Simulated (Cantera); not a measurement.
Charge: 1 mol Si, a varied amount of HCl, 0.64 mol N2, equilibrated at 550 K and 0.560 bar.

Equilibrium computed with Cantera from the NASA thermochemical tables; the gas is ideal and each condensed phase is pure. Candidate condensed phases: NH4Cl, Si, Si3N4; 28 gas species. N2 is the only nitrogen source here; it is nearly inert below about 1500 K, so the nitride shown seldom forms there in practice. Equilibrium is a limit: real reactors are often held back by kinetics, nucleation or transport.

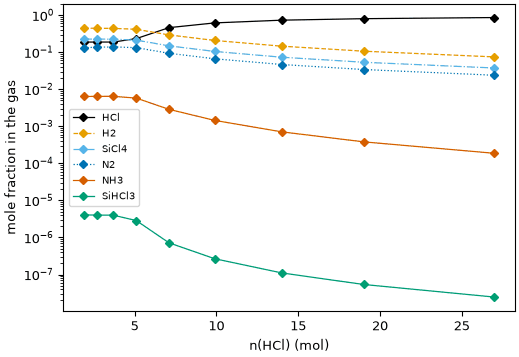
Equilibrium gas composition (values under 1e-9 drawn at 1e-9)

Task: Read off the mole fractions at 9.9 mol HCl.

Result: HCl about 0.62, H2 about 0.21, SiCl4 about 0.10, N2 about 0.066, NH3 about 0.0014, SiHCl3 about 2.7e-7.
